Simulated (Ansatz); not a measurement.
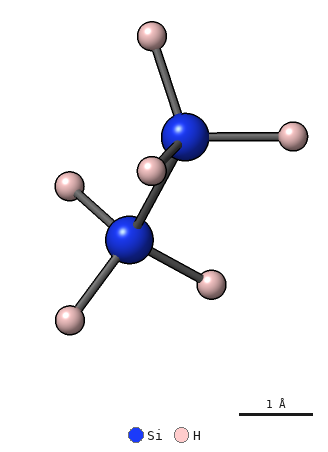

Si2H6, before the relaxation. A ball-and-stick model, seen from a free direction.

These are results of RKS PBE0-D4/def2-TZVP in Ansatz, not measurements.

The input:
```yaml
crystal:
  periodic: [false, false, false]
  atoms:
    - {symbol: Si, position_ang: [1.112754, -0.210715, 0.771176]}
    - {symbol: Si, position_ang: [-1.190173, 0.200534, 0.904824]}
    - {symbol: H, position_ang: [1.820911, 0.897217, 0.072510]}
    - {symbol: H, position_ang: [1.720022, -0.337566, 2.126463]}
    - {symbol: H, position_ang: [1.394875, -1.477310, 0.040937]}
    - {symbol: H, position_ang: [-1.530754, 1.506274, 0.284332]}
    - {symbol: H, position_ang: [-1.610563, 0.252344, 2.334554]}
    - {symbol: H, position_ang: [-1.959972, -0.884785, 0.244941]}
basis:
  gaussian: {orbitals: def2-TZVP}
hamiltonian: {xc: pbe0, dispersion: d4}
relax: {f_tol: 0.005, max_steps: 200}
```

Launched with:
```bash
ansatz run in.yaml --threads 4 --pin off --events-out ev --progress --plain --max-ram 9574MiB
```

**Where does the relaxation end?**

The largest moves after the best rigid fit, 0.73 Å, are those of H3 and H8. Largest moves by element: H 0.73 Å, Si 0.02 Å. Near-neighbour distances that change, for instance: Si1–Si2 2.343 → 2.339 Å. Groups turn about Si1–Si2 by about 60°. The energy falls by 0.047 eV in 14 accepted moves (15 points after the start). Largest force component: 0.24 eV/Å at the start, 0.0011 eV/Å at the end. The line search rejected the trial step at point 11 of the run. The forces were under the threshold at step 3, but the run went on from there. Cost: 7.5 s on 4 threads of Intel Xeon 6975P-C, on a shared host.

The structure at the end:

```xyz
8

Si    1.1187   -0.2112    0.7765
Si   -1.1794    0.1976    0.9192
H     1.6781    0.4182   -0.4499
H     1.8183    0.3526    1.9621
H     1.3796   -1.6747    0.7215
H    -1.4407    1.6614    0.9649
H    -1.7393   -0.4244    2.1490
H    -1.8782   -0.3736   -0.2634
```

After the run, drawn alike:

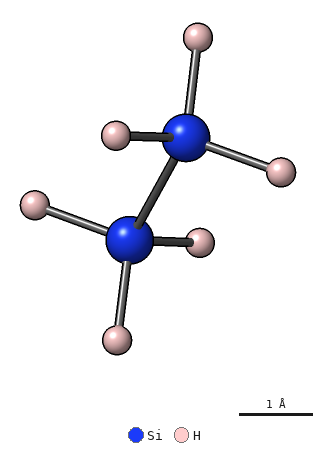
